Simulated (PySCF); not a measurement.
# One shape, several levels: [GeH3]− (SMILES [GeH3-])

Wanted: a comparison of 6 runs (B2PLYP/STO-3G, M06-2X/STO-3G, UPBE0/STO-3G, wB97X-V/STO-3G, NEVPT2(2,2)/STO-3G, UCCSD(T)/STO-3G) of [GeH3]−. The job is set up through a Python script.

The calculation is run with PySCF 2.14.0.

3 further runs of the same task are left out: 3 set aside as unsound or not needed.

## Step 1: Starting point

[GeH3]−: 4 atoms, total charge -1, spin state singlet. SMILES: `[GeH3-]`. The Ge1–H4 distance was set to 2.636 Å, away from the relaxed value. At this shape a bond of the SMILES string is far longer than usual.

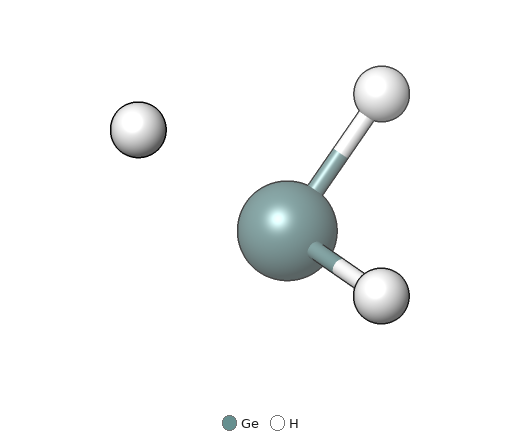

Viewed from a chosen angle; germanium teal, hydrogen white.

## Step 2: The energy at B2PLYP/STO-3G (run 1)

The input, calc.py:

```python
from pyscf import gto, dft, mp

mol = gto.Mole()
mol.atom = '''
Ge       0.934904      -1.018029      -0.488393
H        1.401024      -0.588779       1.142917
H       -0.474876      -1.833659       0.155927
H       -0.463100       1.211260      -0.649430
'''
mol.verbose = 4
mol.basis = 'sto-3g'
mol.spin = 0
mol.max_memory = 1860
mol.charge = -1
mol.build()

mf = dft.RKS(mol, xc='0.53*HF + 0.47*B88, 0.73*LYP')
mf.grids.level = 5
mf.conv_tol = 1e-10
mf.kernel()
if not mf.converged:
    mf = mf.newton().run(mf.mo_coeff, mf.mo_occ)

pt = mp.MP2(mf, frozen=9).run()
e_tot = mf.e_tot + 0.27 * pt.e_corr
print('PT2 part  %.8f' % (0.27 * pt.e_corr))
print('Final energy', e_tot)
```

Command:

```sh
$ OMP_NUM_THREADS=1 python calc.py
```

Standard output:

```text
PySCF version 2.14.0

[... 74 lines left out ...]
converged SCF energy = -2054.12524811221
[... 1 line left out ...]
******** <class 'pyscf.mp.mp2.RMP2'> ********
nocc = 9, nmo = 12
frozen orbitals 9
E(RMP2) = -2054.22364536071  E_corr = -0.0983972484982334
E(SCS-RMP2) = -2054.24175860796  E_corr = -0.116510495748953
E_corr(same-spin) = -0.00180715667183887
E_corr(oppo-spin) = -0.0965900918263945
PT2 part  -0.02656726
Final energy -2054.151815369305
```

Run time: 2 s. Hardware: 1 thread of Arm Neoverse V2, shared host; peak memory 0.19 GiB.

## Step 3: A single-point energy at M06-2X/STO-3G (run 2)

The input, run.py:

```python
from pyscf import gto, dft

mol = gto.Mole()
mol.atom = '''
Ge     1.766713    -1.923796    -0.922929
H      2.647552    -1.112631     2.159800
H     -0.897386    -3.465113     0.294659
H     -0.875132     2.288950    -1.227245
'''
mol.basis = 'sto-3g'
mol.charge = -1
mol.unit = 'bohr'
mol.max_memory = 1860
mol.verbose = 3
mol.build()

mf = dft.RKS(mol)
mf.xc = 'm06-2x'
mf.conv_tol = 1e-10
mf.grids.level = 5
mf.kernel()
if not mf.converged:
    mf = mf.newton().run(mf.mo_coeff, mf.mo_occ)

energy = mf.e_tot
print('E(%s) = %.9f' % ('M06-2X', energy))
```

Command:

```sh
$ OMP_NUM_THREADS=1 python run.py
```

Standard output:

```text
converged SCF energy = -2054.4633626863
E(M06-2X) = -2054.463362686
```

Wall time 3.3 s (1 thread of Arm Neoverse V2, shared host); peak memory 0.2 GiB.

Run 3 isn't shown in full; the table further down has it.

## Step 4: The energy at wB97X-V/STO-3G (run 4)

The input, calc.py:

```python
from pyscf import gto, dft

mol = gto.M(
    atom=[
    ('Ge', (0.934904, -1.018029, -0.488393)),
    ('H', (1.401024, -0.588779, 1.142917)),
    ('H', (-0.474876, -1.833659, 0.155927)),
    ('H', (-0.463100, 1.211260, -0.649430)),
],
    verbose=4,
    basis='sto-3g',
    spin=0,
    max_memory=1860,
    charge=-1,
)

ks = dft.RKS(mol, xc='wb97x-v')
ks.conv_tol = 1e-10
ks.nlcgrids.level = 1
ks.grids.level = 5
ks.kernel()
if not ks.converged:
    ks = ks.newton().run(ks.mo_coeff, ks.mo_occ)

energy = ks.e_tot
print('E(%s) = %.9f' % ('WB97X-V', energy))
```

Command:

```sh
$ OMP_NUM_THREADS=1 python calc.py
```

Standard output:

```text
PySCF version 2.14.0

[... 64 lines left out ...]
WARN: HOMO 0.463023417814007 == LUMO 0.463980547265112
[... 34 lines left out ...]
converged SCF energy = -2054.3340924761
E(WB97X-V) = -2054.334092476
```

It took 15 s on 1 thread of Arm Neoverse V2, shared host; peak memory 0.19 GiB.

Run 5 isn't shown in full; the table further down has it.

## Step 5: The energy at UCCSD(T)/STO-3G (run 6)

The input, geometry.xyz:

```xyz
4
GeH3
Ge     0.934904    -1.018029    -0.488393
H      1.401024    -0.588779     1.142917
H     -0.474876    -1.833659     0.155927
H     -0.463100     1.211260    -0.649430
```

The input, job.py:

```python
from pyscf import gto, cc

system = gto.M(
    atom='geometry.xyz',
    verbose=3,
    spin=0,
    basis='sto-3g',
    max_memory=1860,
    charge=-1,
)

mf = system.UHF()
mf.conv_tol = 1e-10
mf.kernel()
if not mf.converged:
    mf = mf.newton().run(mf.mo_coeff, mf.mo_occ)
for _ in range(3):
    mo, _, stable, _ = mf.stability(return_status=True)
    if stable:
        break
    mf.kernel(mf.make_rdm1(mo, mf.mo_occ))

mycc = cc.CCSD(mf, frozen=9)
mycc.kernel()
e_t = mycc.ccsd_t()
e_tot = mycc.e_tot + e_t
print('Final energy', e_tot)
```

Command:

```sh
$ OMP_NUM_THREADS=1 python job.py
```

Standard output:

```text
converged SCF energy = -2053.09256588222  <S^2> = 1.2490986e-10  2S+1 = 1
<class 'pyscf.scf.uhf.UHF'> wavefunction has an internal instability
converged SCF energy = -2053.12305442068  <S^2> = 0.71776856  2S+1 = 1.9675046
<class 'pyscf.scf.uhf.UHF'> wavefunction is stable in the internal stability analysis
E(UCCSD) = -2053.195732110826  E_corr = -0.07267769014517271
UCCSD(T) correction = -0.000742197555085223
Final energy -2053.1964743083813
```

Wall time 0.8 s (1 thread of Arm Neoverse V2, shared host); peak memory 0.12 GiB.

## Step 6: Overview of the runs

```csv
run,level,frozen core orbitals,follow instability,energy (Eh),HOMO energy (eV),LUMO energy (eV),HOMO–LUMO gap (eV),wall time
1,B2PLYP/STO-3G,9,–,-2054.151815,3.68,10.62,6.93,2 s
2,M06-2X/STO-3G,–,–,-2054.463363,3.45,10.14,6.69,3.3 s
3,UPBE0/STO-3G,–,yes,-2054.282087,5.15,9.32,4.17,6.9 s
4,wB97X-V/STO-3G,–,–,-2054.334092,2.52,11.41,8.89,15 s
5,"NEVPT2(2,2)/STO-3G",–,–,-2053.179756,2.46,12.81,10.35,0.64 s
6,UCCSD(T)/STO-3G,9,yes,-2053.196474,3.14,14.26,11.12,0.8 s
```

## Step 7: Results

| quantity | value |
| --- | --- |
| run 6: total energy | -2053.19647 Eh |
| run 6: HOMO energy (Hartree–Fock orbitals) | 3.14 eV |
| run 6: LUMO energy (Hartree–Fock orbitals) | 14.26 eV |
| run 6: HOMO–LUMO gap (to an unbound level, set by the basis) | 11.12 eV |
| run 6: correlation energy (9 core orbitals frozen) | -73.4 mEh |
| run 6: (T) correction | -0.74 mEh |
| run 6: ⟨S²⟩ of the reference determinant | 0.718 |
| run 6: T1 diagnostic | 0.071 |

What this shows: Over runs 1, 2, 3, 4 the HOMO–LUMO gap runs from 4.17 eV (UPBE0/STO-3G) to 8.89 eV (wB97X-V/STO-3G). The empty levels of an anion lie above zero and hang on the basis. Totals of different functionals can't be ranked against each other. In runs 1, 2, 3, 4, 5, 6 the HOMO lies above zero, so the outermost electron may be held by the basis alone. In runs 1, 2, 3, 4, 5, 6 the basis is minimal, so the values are rough. Spin contamination of the reference: run 6 ⟨S²⟩ = 0.72. Where it is this large, the reference is a mixture of spin states, and values that rest on it are in doubt. All runs together took 29 s, the longest 15 s.
